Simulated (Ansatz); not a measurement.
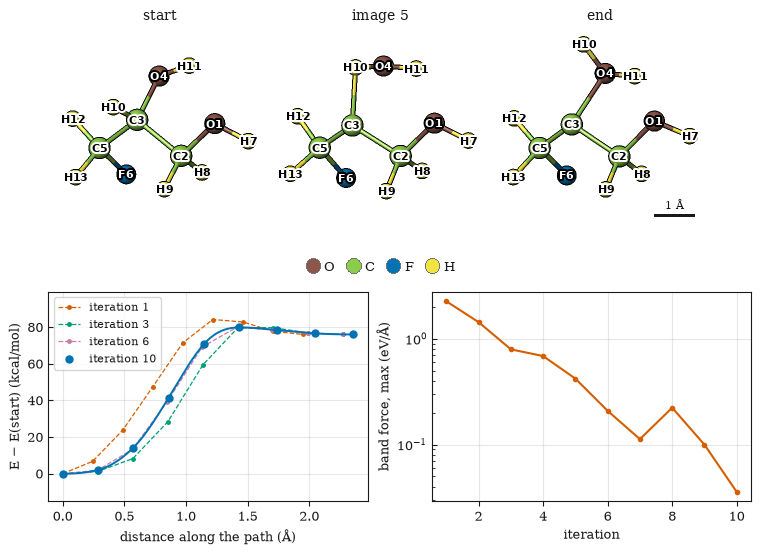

A search for the minimum-energy path of C₃H₇FO₂ by the nudged elastic band. Images are numbered from 0 (start) to 8 (end). The plot follows the band through its iterations. A ball-and-stick model, seen at a tilt.

Theory: RKS PBE0-D4/def2-SVP in Ansatz 0.2.0. Settings: 7 movable images; climbing image; force threshold 0.05 eV/Å; iteration limit 60; starting path by straight interpolation.

How did the profile develop, and is the result final?

The run is converged, with reservations. The band converged in 10 iterations. The largest component of the band force went from 2.3 to 0.036 eV/Å. The climbing image converged on the top of the path. Its curvatures weren't checked. The straight starting path can push atoms close together and costs iterations. The first iteration put the highest image at 84.2 kcal/mol. The highest point, image 5, lies 79.9 kcal/mol above the start and 3.8 kcal/mol above the end; the end is at +76.0 kcal/mol relative to the start.

Cost: 3.3 min on 2 threads of Intel(R) Xeon(R) Platinum 8488C (Sapphire Rapids), on a shared host, peak memory 0.3 GiB.
